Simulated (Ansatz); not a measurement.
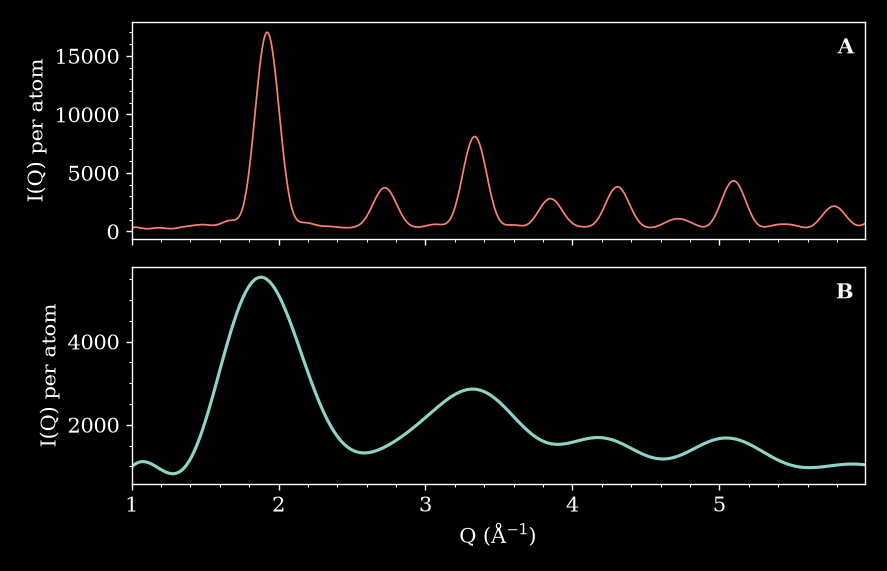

X-ray scattering of spheres cut from the crystal structure of Eu (Im-3m, a = 4.610 Å, b = 4.610 Å, c = 4.610 Å, α = 90.00°, β = 90.00°, γ = 90.00°), calculated atom by atom with the Debye equation (B = 0.5 Å², no relaxation of the surface). Structure used: the input geometry of an electronic-structure calculation (not necessarily at equilibrium).

> The spheres are 10 and 36 Å across. Which curve is which?

curve A: 36 Å (531 atoms); curve B: 10 Å (15 atoms). Peak widths go roughly as 2π/D, so the largest sphere has the sharpest peaks.

> Index the main peaks of the largest sphere.

Q ≈ 1.92 Å⁻¹: 110; Q ≈ 2.72 Å⁻¹: 200; Q ≈ 3.33 Å⁻¹: 211; Q ≈ 3.85 Å⁻¹: 220; Q ≈ 4.31 Å⁻¹: 310; Q ≈ 5.10 Å⁻¹: 321.
